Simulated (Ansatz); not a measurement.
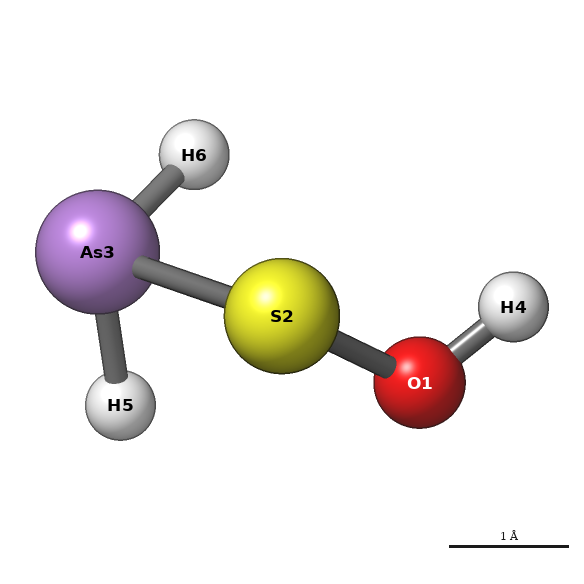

(Drawn from a calculation with Ansatz.)

Orthographic view with a scale bar. Geometry: atoms displaced at random (about 0.05 Å) from a stationary point of GFN2-xTB.

Write Cartesian coordinates in Å in the frame of the picture: x to the right, y up, z towards the viewer, origin at the mean of the atomic positions.

```xyz
6
AsH3OS
O    1.26  -0.67   0.33
S    0.09  -0.11   1.37
As  -1.47   0.43  -0.13
H    2.05  -0.03   0.36
H   -1.28  -0.87  -0.97
H   -0.65   1.26  -0.96
```
